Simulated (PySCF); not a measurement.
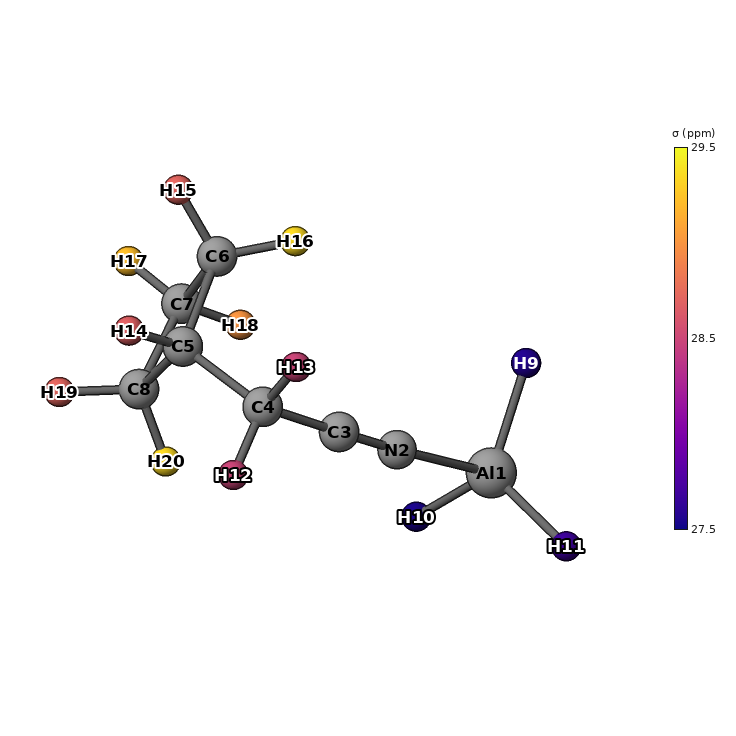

Atoms are coloured by their isotropic NMR shieldings (H only, the others grey). The computed structure is the end point of a PBE0-D3(BJ)/def2-SVP optimisation. No frequency run is at hand to confirm it as a minimum. Level of theory: GIAO PBE0/pcSseg-1 NMR shielding, non-relativistic, IEF-PCM chloroform (PySCF 2.14.0).

Give the isotropic NMR shieldings of the H atoms atom by atom.

```
atom  σ (ppm)
  H9    27.57
 H10    27.55
 H11    27.69
 H12    28.49
 H13    28.50
 H14    28.67
 H15    28.72
 H16    29.34
 H17    29.21
 H18    28.99
 H19    28.72
 H20    29.35
```
